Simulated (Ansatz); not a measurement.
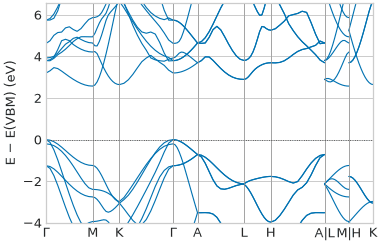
*Band structure from DFT-r²SCAN in the program Ansatz with PAW potentials*

Problem. Read off the gap and where the band edges lie.

Solution. About 2.6 eV (2.57 eV by a search for the band edges); maximum at Γ, minimum at M.

Problem. Pick the material that matches.
(A) PrHSe, P6_3/mmc (Pr on 2c, H on 2d, Se on 2a)
(B) BeTe, wurtzite
(C) MgS, wurtzite

Solution. B, BeTe, wurtzite

Space group P6_3mc (wurtzite). The first step of the workflow began from a Materials Project structure, measured or hypothetical; the Crystallography Open Database copy checked does not list it. COD files the formula under space group No. 216, so this cell is another polymorph or a model. Its standing as an ambient phase is unchecked. Symmetry was held in the r²SCAN relaxation; its stability against distortions is not shown here. Scalar-relativistic: spin–orbit coupling is off unless named, which matters more the heavier the elements.

Potentials: the later of the program's two PAW sets.
